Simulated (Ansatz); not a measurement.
A periodic structure is given below.

```
Ga N
1.0
     4.54848    0.00000    0.00000
     0.00000    4.54848    0.00000
     0.00000    0.00000    4.54848
Ga N
4 4
Direct
  0.00000 0.00000 0.00000
  0.00000 0.50000 0.50000
  0.50000 0.00000 0.50000
  0.50000 0.50000 0.00000
  0.25000 0.25000 0.75000
  0.25000 0.75000 0.25000
  0.75000 0.25000 0.25000
  0.75000 0.75000 0.75000
```

Question: Summarise the structure in words.

Answer: Formula: GaN. Space group: F-43m (No. 216). Lattice: face-centred cubic. The arrangement is known as zinc blende (sphalerite type). Content of the cell: 4 Ga, 4 N (Z = 4). Ga is linked to four N in a tetrahedral arrangement at 1.97 Å. N is coordinated by four Ga in a tetrahedral arrangement at 1.97 Å. The bonds build a three-dimensional framework.

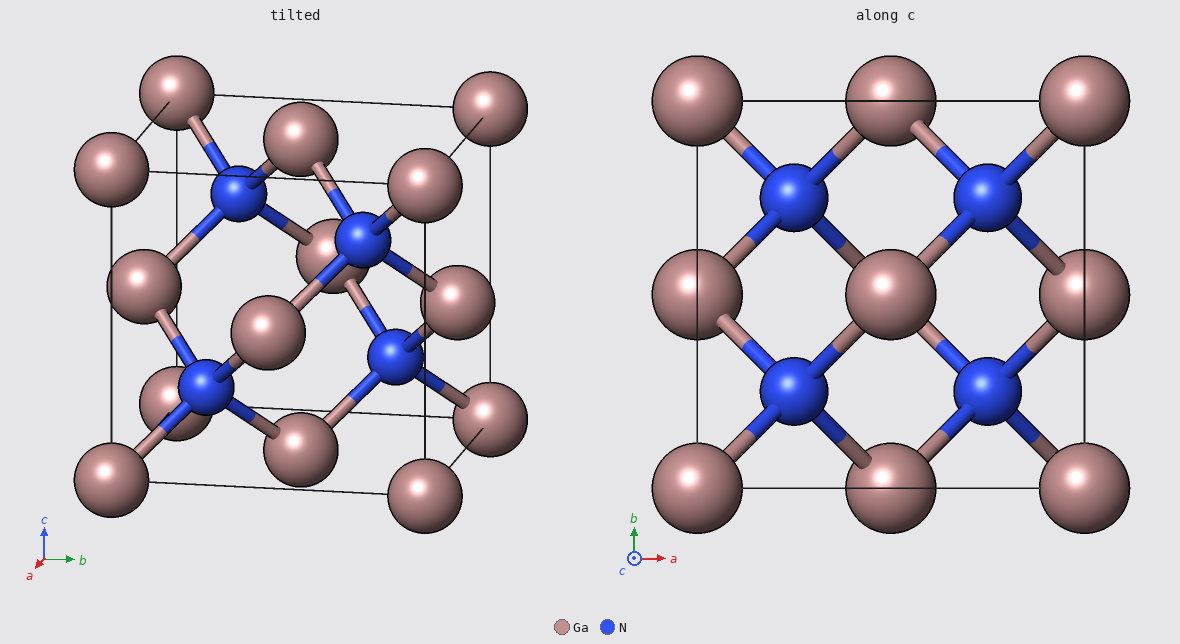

We look at a ball-and-stick model of the crystal slightly off an axis and along the c axis. Lines trace the edges of the conventional unit cell.

Its origin is a structure listed in the Materials Project. Cell shown after relaxation with Ansatz, DFT PBE, scalar-relativistic, plane waves, PAW.
